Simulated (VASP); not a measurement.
Shape and ions are relaxed at each volume.

Energy against volume of La (dhcp). The numbers are results of optB86b-vdW, VASP's PBE PAW potentials (set 64) (plane waves; VASP 6.6.1), not measurements.

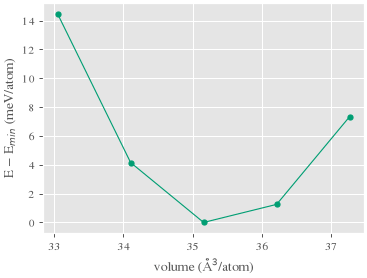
Figure: Energy against volume

Task: Estimate the equilibrium volume and the bulk modulus.

Result: The minimum lies near 35.4 Å³/atom, and the curvature gives B0 of about 27 GPa.

Measured: bulk modulus 27.9 GPa (computed value off by -3.7 %), as given by Wikipedia, Lanthanum (infobox). The calculation is for a static lattice, while the measured bulk modulus holds thermal and zero-point effects, which are part of the difference.

The compound is La in the dhcp structure. It was relaxed first, which changed the volume by -5 %.
